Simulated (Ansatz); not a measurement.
**How far to go with the k-point mesh: Ga (Cm, 4 atoms in the cell)**

```
Ga
1.0
    2.24870    -3.81085     0.00000
    2.24870     3.81085     0.00000
    0.00000     0.00000     4.50735
Ga
4
Direct
  0.15490   0.84510   0.93009
  0.34510   0.65490   0.41900
  0.65490   0.34510   0.58100
  0.84510   0.15490   0.08100
```

Level of theory: PBEsol, default PAW files made with PBE (plane waves; Ansatz, a quantum-chemistry and plane-wave program).

Base settings: basis.ecutwfc = 420 eV; kpoints.mp_grid.grid = 7 7 5; hamiltonian.xc = pbesol; hamiltonian.pseudopotentials = {kind: paw} (the program's default PAW files); scf.occupations.method = gaussian; scf.occupations.width = 0.1 eV.

The second cell is the first with its lattice scaled by 0.98.

Only quantities that move along the ladder and can be compared are tabulated.

The count of work is k-points × plane waves × bands × iterations; it is no time. 

The starting cell has typed, rounded lattice constants, without a prior relaxation at this level. Its lattice was rescaled by up to half a per cent. One atom was moved a little off its site on purpose. Ansatz's pressure includes its estimate of the finite-basis (Pulay) stress.

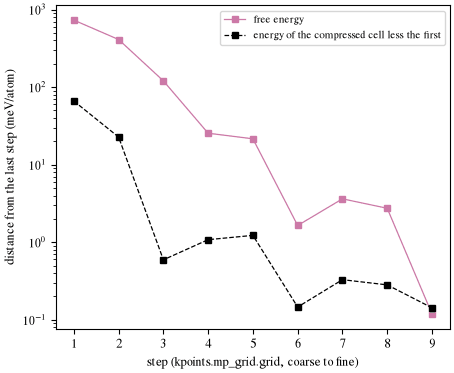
Figure: Distance from the last step along the ladder; very small values are drawn at a floor.

```csv
kpoints.mp_grid.grid,free energy less the last step's (meV/atom),energy of the compressed cell less the first (meV/atom),pressure (GPa),largest difference of a force vector from the last step's (eV/Å),count of work / last
2 2 1,730.67,74.57,8.05,1.136,0.0034
2 2 2,410.98,31.13,3.54,0.699,0.0085
3 3 2,120.36,7.83,-0.69,0.484,0.0091
4 4 3,-25.45,7.35,-0.71,0.078,0.022
5 5 4,-21.57,7.20,-0.82,0.060,0.042
7 7 5,1.64,8.57,-0.73,0.034,0.092
7 7 6,3.63,8.10,-0.74,0.025,0.100
9 9 8,2.74,8.15,-0.73,0.019,0.24
11 11 10,-0.12,8.57,-0.70,0.017,0.43
15 15 13,0.00,8.43,-0.72,0.000,1.0
```

Coarsest kpoints.mp_grid.grid that holds the forces within 0.01 eV/Å: not settled: the last two steps still differ by 0.017 eV/Å, over half the tolerance, so the ladder does not show it.

Coarsest kpoints.mp_grid.grid that holds the pressure within 1 GPa of the last step, with all finer ones: 3 3 2, at 0.0091 of the last step's count of work; the step before is off by 4.3 GPa.

Coarsest kpoints.mp_grid.grid that holds the free energy within 0.5 meV/atom of the last step, with all finer ones: 11 11 10, at 0.43 of the last step's count of work; the step before is off by 2.7 meV/atom.

The energy difference between the two cells stays within 1 meV/atom of the last step's from 7 7 5 on, the total only from 11 11 10 on: much of the error is common to both cells and cancels.

Two neighbours can agree and both be off: 4 4 3 and 5 5 4 differ by 0.15 meV/atom in the energy of the compressed cell less the first, yet lie about 1.2 meV/atom from the last step.

Keys are those of Ansatz 0.2.
